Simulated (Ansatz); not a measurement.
# Calculations on GeH$_{5}$Br

Part 1: Relaxation

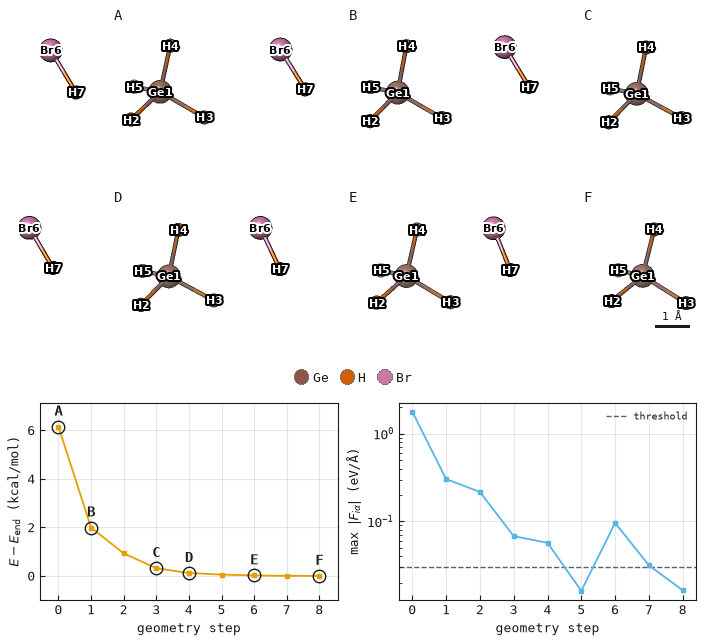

Frames of a relaxation of GeH₅Br, marked on the history of the run. A ball-and-stick model, seen at a tilt.

The run prepares an end point of a later path (reaction) calculation, from a guessed geometry.

Computed with RHF/def2-mTZVP in Ansatz 0.2.0.

The input:
```yaml
crystal:
  periodic: [false, false, false]
  atoms:
    - { symbol: Ge, position_ang: [0.222283, 0.0, -0.091514] }
    - { symbol: H, position_ang: [0.121778, 0.0, 1.450722] }
    - { symbol: H, position_ang: [1.706519, 0.0, -0.480234] }
    - { symbol: H, position_ang: [-0.457338, 1.257511, -0.631924] }
    - { symbol: H, position_ang: [-0.457338, -1.257511, -0.631924] }
    - { symbol: Br, position_ang: [-3.018444, 0.0, 1.503048] }
    - { symbol: H, position_ang: [-1.638859, 0.0, 2.076826] }
basis:
  gaussian: { orbitals: def2-mTZVP }
hamiltonian:
  xc: hf
relax:
  f_tol: 0.03
  max_steps: 50
output:
  orbitals: {}
```

Launched with:
```bash
ansatz run input.yaml --threads 1 --pin off --max-ram 2048MiB --backend cpu --events-out ev --progress --plain --runs-dir out
```

What happens along the run?

The atom that moves furthest after the best rigid fit is H7 (1.18 Å). Largest moves by element: H 1.18 Å, Br 0.89 Å, Ge 0.41 Å. Among the contacts that change: Br6–H7 1.494 → 1.420 Å, Ge1–H2 1.546 → 1.536 Å. After 8 geometry steps the energy has fallen by 6.15 kcal/mol. Largest force component: 1.8 eV/Å at the start, 0.016 eV/Å at the end. The forces were under the threshold at step 5, but the run went on from there. Cost: 7.2 s on 1 thread of AMD EPYC 9R45 96-Core Processor (Zen 5), on a shared host, peak memory 0.2 GiB. From step 0 to 1: H7 moves most (0.19 Å), energy −4.16 kcal/mol. From step 1 to 3: H7 moves most (0.37 Å), energy −1.67 kcal/mol. From step 3 to 4: H7 moves most (0.20 Å), energy −0.20 kcal/mol. From step 4 to 6: H7 moves most (0.29 Å), energy −0.10 kcal/mol. From step 6 to 8: H7 moves most (0.17 Å), energy −0.02 kcal/mol.

```csv
step,"E − E(0), kcal/mol","largest force component, eV/Å"
0,0.00,1.7736
1,-4.16,0.3038
2,-5.22,0.2167
3,-5.83,0.0681
4,-6.03,0.0572
5,-6.09,0.0162
6,-6.13,0.0963
7,-6.15,0.0317
8,-6.15,0.0165
```

Limits of the set-up: Hartree-Fock leaves out electron correlation.

Part 2: Relaxation

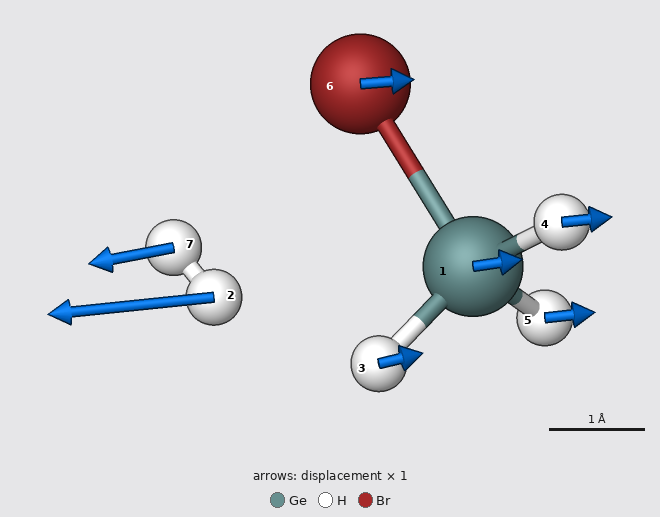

This is a relaxation of GeH$_{5}$Br. The starting structure is drawn; blue arrows show the displacements, at their true length. The two geometries are superimposed by the best rigid fit.

Style: ball-and-stick. Shown at a tilt.

The run prepares an end point of a later path (reaction) calculation, from a guessed geometry.

Computed with Ansatz, RHF/def2-mTZVP.

Input file:
```yaml
crystal:
  periodic: [false, false, false]
  atoms:
    - { symbol: Ge, position_ang: [-0.497976, 0.0, -0.458732] }
    - { symbol: H, position_ang: [0.163703, -1.1e-05, 2.229873] }
    - { symbol: H, position_ang: [0.726744, 1.0e-06, 0.436649] }
    - { symbol: H, position_ang: [-0.553322, 1.266789, -1.304133] }
    - { symbol: H, position_ang: [-0.55332, -1.266789, -1.304133] }
    - { symbol: Br, position_ang: [-2.451331, -1.0e-06, 0.895825] }
    - { symbol: H, position_ang: [-0.355898, 1.0e-05, 2.699652] }
basis:
  gaussian: { orbitals: def2-mTZVP }
hamiltonian:
  xc: hf
relax:
  f_tol: 0.03
  max_steps: 50
```

Run as
```bash
ansatz run input.yaml --threads 1 --pin off --max-ram 2048MiB --backend cpu --events-out ev --progress --plain --runs-dir out
```

Question: Atoms of which element are displaced furthest, and by how much?

Answer: Hydrogen: up to 1.78 Å, against 0.58 Å for bromine.

Question: What did the optimiser do to the structure, and how much energy did it gain?

Answer: After 22 accepted moves (24 points after the start) the energy has fallen by 9.06 kcal/mol. The largest force component goes from 1 to 0.0014 eV/Å. The line search rejected the trial steps at points 12, 14 of the run. The forces were under the threshold at step 11, but the run went on from there. The atom that moves furthest after the best rigid fit is H2 (1.78 Å). By element the largest moves are H 1.78 Å, Br 0.58 Å, Ge 0.54 Å. Among the contacts that change: Ge1–Br6 2.377 → 2.327 Å, H2–H7 0.700 → 0.732 Å, Ge1–H3 1.517 → 1.526 Å.

Limits of the set-up: Hartree-Fock leaves out electron correlation.

Part 3: Path

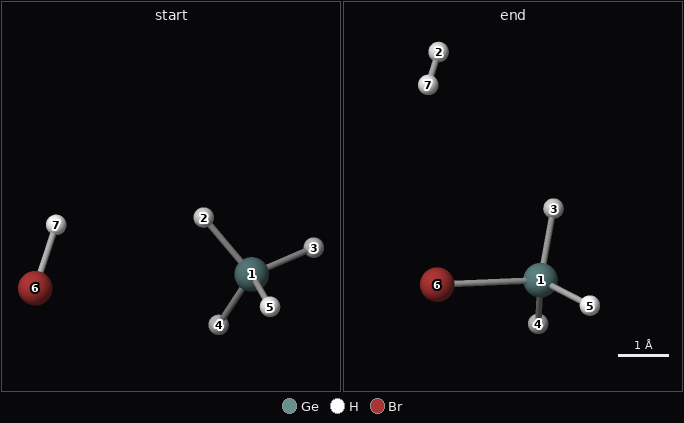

The two relaxed end points of a path for GeH5Br, made up at the start of GeH$_{4}$ and HBr. The picture is a ball-and-stick view, seen at a tilt.

Computed with Ansatz 0.2.0, RHF/def2-mTZVP.

Set-up: 7 movable images; climbing image; force threshold 0.03 eV/Å; iteration limit 60.

Start:
```xyz
7

Ge    0.5474    0.0000   -0.3422
H     0.3392    0.0000    1.1794
H     2.0507    0.0000   -0.6497
H    -0.0999    1.2544   -0.9399
H    -0.0999   -1.2544   -0.9399
Br   -3.7169    0.0000    2.0449
H    -2.5420    0.0000    2.8424
```

End:
```xyz
7

Ge   -0.3482    0.0000   -0.9792
H    -0.1719    0.0000    4.1086
H     0.6250    0.0000    0.1960
H    -0.2098    1.2624   -1.8252
H    -0.2098   -1.2624   -1.8252
Br   -2.4992    0.0000   -0.0902
H    -0.7077    0.0000    3.6102
```

**What barrier does the band find between them, and by what path?**

Forward barrier 213.8 kJ/mol, backward barrier 276.3 kJ/mol, with image 4 at the top; the reaction energy is −62.5 kJ/mol. Breaking: Br6–H7 (1.42 → 2.08 at the top → 4.11 Å), Ge1–H2 (1.54 → 1.85 at the top → 5.09 Å). Forming: Ge1–Br6 (4.89 → 3.03 at the top → 2.33 Å), H2–H7 (3.33 → 0.82 at the top → 0.73 Å). The band is converged.

Energies of the converged images:

```tsv
image	path (Å)	E (kJ/mol)
0	0.00	0.0
1	0.78	0.9
2	1.56	8.8
3	2.34	64.4
4	3.11	213.8
5	4.14	68.1
6	5.16	-43.6
7	6.19	-61.4
8	7.21	-62.5
```

The geometry at the top of the path:

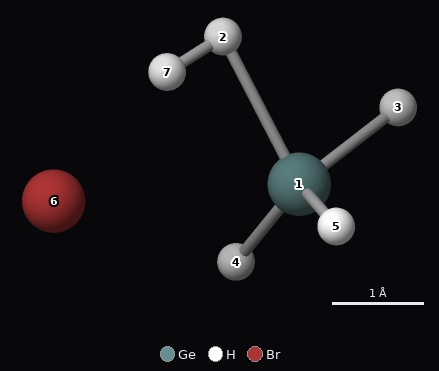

Limits of the set-up: the start holds two separate molecules, 3.3 Å apart at their closest, whose relative position is a soft coordinate and is computed without a dispersion correction; Hartree-Fock leaves out electron correlation.
